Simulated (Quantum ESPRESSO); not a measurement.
**Convergence series on CuF2 (P4/mmm, 3 atoms in the cell)**

```
CuF2
1.0
    3.79497     0.00000     0.00000
    0.00000     3.79497     0.00000
    0.00000     0.00000     3.65348
Cu F
1 2
Direct
  0.00000   0.00000   0.00000
  0.50000   0.00000   0.00000
  0.00000   0.50000   0.00000
```

Computed with PBEsol, GBRV 1.5 ultrasoft (PBESOL) pseudopotentials (plane waves; Quantum ESPRESSO 7.5).

The starting cell comes from a database of computed structures (which also holds hypothetical and non-ambient phases and stackings), without a prior relaxation at this level. Its lattice was rescaled by a random factor within 2.5 % of one. Spin polarisation is off; with an odd number of electrons in the cell that forces a metal, and a magnetic state may lie lower. In the base run, with a pressure of about -5 GPa the cell is away from its equilibrium volume at this level.

Held fixed: occupations = smearing; smearing = gaussian; degauss = 0.0073499 Ry; potentials = {Cu: cu_pbesol_v1.2.uspp.F.UPF, F: f_pbesol_v1.4.uspp.F.UPF}; K_POINTS = automatic 9 9 9 0 0 0; conv_thr = 1e-10 Ry; mixing_beta = 0.5. Moved along with it: ecutrho.

ΔF is the free energy per atom less that of the last row (100 Ry).

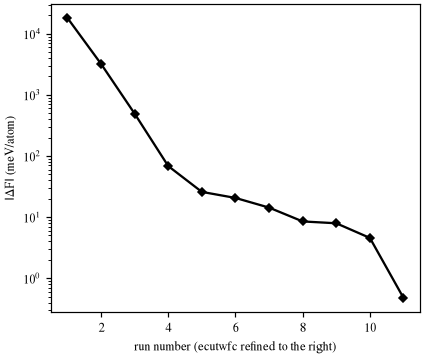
*Size of the energy error against the last run of the series; values under 0.01 meV/atom are drawn at 0.01.*

```tsv
ecutwfc	ΔF (meV/atom)	pressure (GPa)	plane waves	iterations
20 Ry	18127.5	-769.39	545	12
25 Ry	3212.3	-178.40	763	11
30 Ry	491.9	-40.03	1006	12
35 Ry	68.3	-9.99	1259	11
40 Ry	25.8	-5.38	1543	11
45 Ry	20.6	-5.32	1833	11
50 Ry	14.3	-5.38	2146	11
57 Ry	8.5	-5.14	2604	11
65 Ry	7.9	-5.06	3160	11
75 Ry	4.6	-5.21	3915	11
88 Ry	0.48	-5.09	4980	11
100 Ry	0.00	-5.05	6025	11
```

Pressure within 1 GPa of the last row: from ecutwfc = 40 Ry on; the one before it is off by 4.9 GPa. The value it settles on is -5.0 GPa at this level of theory and with the other settings as held.

Energy within 10 meV/atom of the last row: from ecutwfc = 57 Ry on; the one before it is off by 14 meV/atom.
